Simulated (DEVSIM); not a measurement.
Device: abrupt Si p-n junction, at 300 K.

```csv
layer (left to right),material,thickness (μm),Nd (cm⁻³),Na (cm⁻³),τn (s),τp (s)
1,Si,1.60,-,5.6e17,2.6e-7,2.6e-7
2,Si,15.0,1.5e14,-,2.6e-7,2.6e-7
```

Left contact: ohmic. Right contact: ohmic. Voltage is applied to the left contact. Recombination: SRH at mid-gap, Auger. Mobility is μmin + (μ − μmin)/(1 + (N/Nref)^α).

Constants are typed, rounded textbook-type inputs, not results; the design itself was drawn at random and stands for no fabricated device. Values at 300 K.

```tsv
parameter	Si
gap (eV)	1.124
affinity (eV)	4.05
permittivity	11.7
Nc (cm⁻³)	2.86e19
Nv (cm⁻³)	3.1e19
μn (cm²/Vs)	1417
μp (cm²/Vs)	470
μn,min	52
μp,min	45
Nref,n	9.7e16
Nref,p	2.2e17
αn	0.68
αp	0.72
Cn (cm⁶/s)	2.8e-31
Cp (cm⁶/s)	9.9e-32
```

DEVSIM, 1D drift-diffusion, Boltzmann statistics, complete ionisation; no tunnelling, impact ionisation, image-force lowering or self-heating.

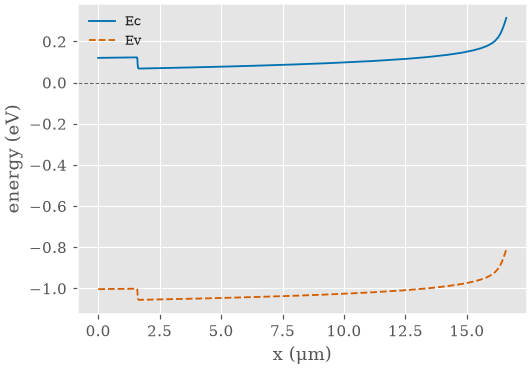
Fig. 1. Band edges at 0.9 V on the left contact

Energies count from the Fermi level of the right contact; mesh points crowd at the junctions.

| x (μm) | Ec (eV) | Ev (eV) | n (cm⁻³) | p (cm⁻³) | field (V/cm) |
|---|---|---|---|---|---|
| 0.000 | 0.120 | -1.004 | 210 | 5.6e17 | 16 |
| 0.02989 | 0.120 | -1.004 | 1.6e14 | 5.6e17 | 16 |
| 0.09585 | 0.120 | -1.004 | 5.3e14 | 5.6e17 | 16 |
| 0.2414 | 0.121 | -1.003 | 1.3e15 | 5.6e17 | 16 |
| 0.7499 | 0.121 | -1.003 | 4.0e15 | 5.6e17 | 15 |
| 1.220 | 0.122 | -1.002 | 6.5e15 | 5.7e17 | 15 |
| 1.441 | 0.122 | -1.002 | 7.6e15 | 5.7e17 | 15 |
| 1.562 | 0.123 | -1.001 | 8.2e15 | 5.7e17 | -24 |
| 1.596 | 0.112 | -1.012 | 1.3e16 | 3.7e17 | -20000 |
| 1.622 | 0.073 | -1.051 | 5.9e16 | 8.2e16 | -3900 |
| 1.680 | 0.068 | -1.056 | 6.9e16 | 6.9e16 | ≈ 0 |
| 1.889 | 0.069 | -1.055 | 6.8e16 | 6.8e16 | 25 |
| 2.281 | 0.070 | -1.054 | 6.6e16 | 6.6e16 | 25 |
| 3.167 | 0.072 | -1.052 | 6.2e16 | 6.1e16 | 27 |
| 6.350 | 0.082 | -1.042 | 4.6e16 | 4.6e16 | 35 |
| 11.19 | 0.105 | -1.019 | 2.4e16 | 2.4e16 | 67 |
| 14.22 | 0.135 | -0.989 | 1.0e16 | 1.0e16 | 160 |
| 15.56 | 0.167 | -0.957 | 4.3e15 | 4.2e15 | 380 |
| 16.27 | 0.220 | -0.904 | 9.5e14 | 1.2e15 | 1700 |
| 16.47 | 0.267 | -0.857 | 3.0e14 | 6.7e14 | 3100 |
| 16.55 | 0.297 | -0.827 | 1.8e14 | 3.5e14 | 3700 |
| 16.60 | 0.314 | -0.810 | 1.5e14 | 770000 | 3900 |
